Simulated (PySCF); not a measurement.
Consider C₄H₆O₃S.

```csv
atom,x (Å),y (Å),z (Å)
O,2.1947,-1.4230,-0.3570
S,1.4443,-0.2107,-0.2218
O,1.4267,0.7159,-1.3025
O,2.0275,0.5431,1.0940
C,-0.2381,-0.5480,0.3344
C,-1.1278,-0.8104,-0.8365
C,-1.7493,0.3635,-0.7414
C,-0.9870,0.7891,0.4849
H,2.7800,0.0596,1.4389
H,-0.1785,-1.2472,1.1601
H,-1.1689,-1.6427,-1.5122
H,-2.5075,0.8628,-1.3134
H,-1.5716,0.8901,1.3974
H,-0.3450,1.6574,0.3530
```

Geometry: GFN2-xTB.

Theory: PBE0/def2-SVPD, SCF density, gas phase in PySCF.

What can the converged electron density and electron localisation function tell about the bonding?

Answer. C–C (1.33 Å): the density is about 2.3 e/Å³ at the midpoint; the ELF peaks at about 0.90 between the atoms; a short, multiple covalent bond.
C–C (1.49 Å): ρ is about 1.7 e/Å³ halfway; the ELF peaks at about 0.95 between the atoms (a shared electron pair).
C–C (1.54 Å): ρ at the midpoint is about 1.6 e/Å³; the ELF peaks at about 0.95 between the atoms: a covalent bond.

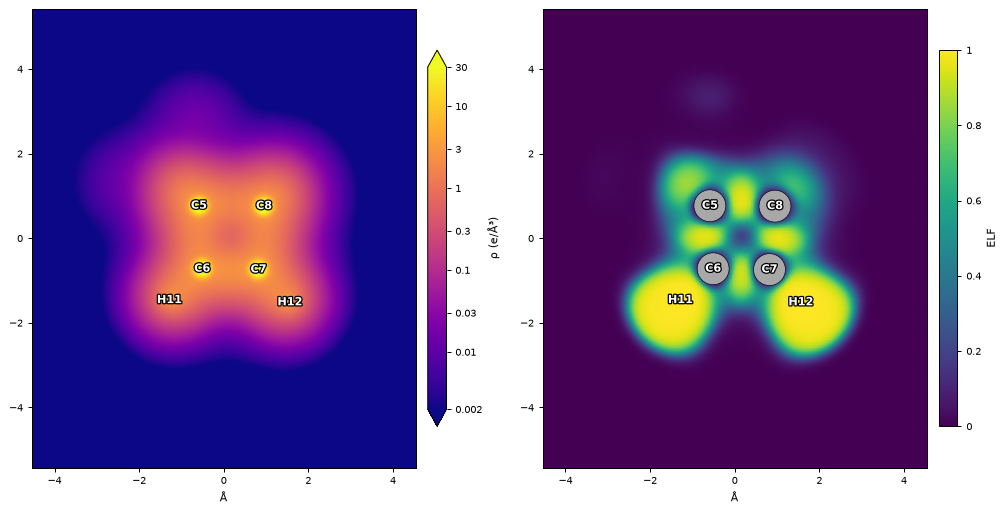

Computed electron density and electron localisation function on the plane of atoms C6, C7 and H12, in this order. Grey discs cover the atomic cores in the ELF map. 
